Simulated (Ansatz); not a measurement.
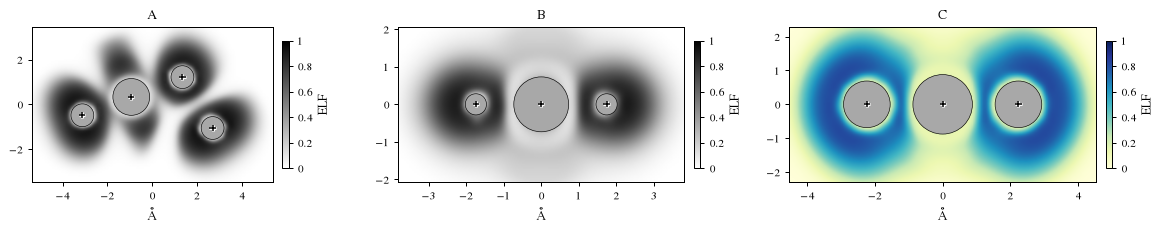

The electron localisation function of 3 systems, each on a plane through atoms (crosses mark nuclei in the plane; grey discs cover the cores).

Method: Ansatz 0.2.0, UKS PBE0-D4/def2-TZVPD.

System 1: Cl$_{2}$Ge···Cl (charge −1, quintet), the molecular plane. Geometry: PBE0-D4/def2-SVPD.

```xyz
4

Ge   -0.1166    0.5384   -0.8208
Cl    0.3981   -1.6349    2.3574
Cl    0.5978    0.5846   -3.0394
Cl   -0.8792    0.5119    1.5029
```

System 2: Se$_{2}$Zn (charge −1, doublet), a plane that holds the molecular axis. Geometry: r2SCAN-D4/def2-TZVPD.

```xyz
3

Zn    0.0000   -0.0001    0.0000
Se    0.4575    0.0083   -2.1911
Se   -0.4575   -0.0083    2.1911
```

System 3: O$_{2}$Zn (charge −1, doublet), a plane that holds the molecular axis. Geometry: PBE0-D4/def2-TZVPD; ⟨S²⟩ = 0.81, above the pure value of 0.75.

```xyz
3

Zn   -0.0001    0.0000    0.0000
O    -0.0174    1.3719   -1.0695
O     0.0174   -1.3719    1.0695
```

**Match each panel to its system.**

Panel A is system 1, Cl$_{2}$Ge···Cl: the plane holds Ge and Cl. Cl2···Cl4 (2.64 Å): the ELF dips to about 0.25 between them. Panel B is system 3, O$_{2}$Zn: the plane holds Zn and O. Zn–O (1.74 Å): the ELF peaks at about 0.85 in the valence shell of O, 0.5 Å from its nucleus, and is about 0.25 at the midpoint. Panel C is system 2, Se$_{2}$Zn: the plane holds Zn and Se. Zn–Se (2.24 Å): the ELF peaks at about 0.70 in the valence shell of Se, 1.0 Å from its nucleus, and is about 0.60 at the midpoint.
